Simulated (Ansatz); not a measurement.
# Pressure series in hypothetical zinc blende TlBr

The reference is TlBr in the zinc blende structure (space group F-43m, No. 216; a hypothetical phase, not in the database extracts checked).

```
CELL_PARAMETERS angstrom
      0.00000     3.75089     3.75089
      3.75089     0.00000     3.75089
      3.75089     3.75089     0.00000
ATOMIC_POSITIONS crystal
  Br 0.75000 0.75000 0.75000
  Tl 0.00000 0.00000 0.00000
```

Cell and atoms are relaxed at each pressure.

Method: plane-wave PAW DFT at the PBE level (Ansatz, a quantum-chemistry and plane-wave program, 420 eV), scalar-relativistic without spin-orbit coupling.

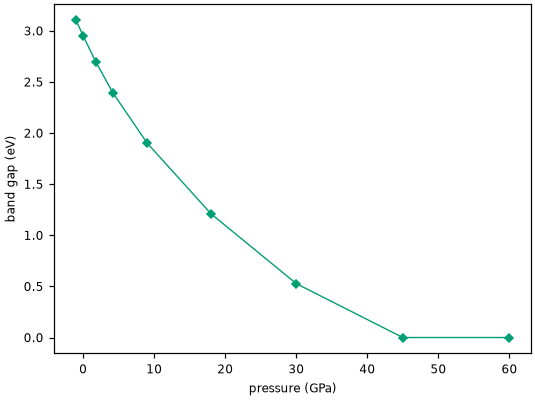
Figure. Band gap against pressure

| pressure (GPa) | band gap |
|---|---|
| -1 | 3.10 eV |
| 1.8 | 2.69 eV |
| 4.2 | 2.39 eV |
| 9 | 1.90 eV |
| 18 | 1.21 eV |
| 30 | 0.53 eV |
| 45 | zero |
| 60 | zero |

The mesh was chosen for an insulator and is coarse for the gapless case. With Tl present, leaving out spin-orbit coupling can change the band edges. Load acts through the strain it causes; cell and atoms are relaxed under it. Stability against distortions was not tested. No other phases were tried under pressure. All final runs are without spin polarisation. The zero or small gap of TlBr under pressure 45 GPa and TlBr under pressure 60 GPa can change with the level of theory.
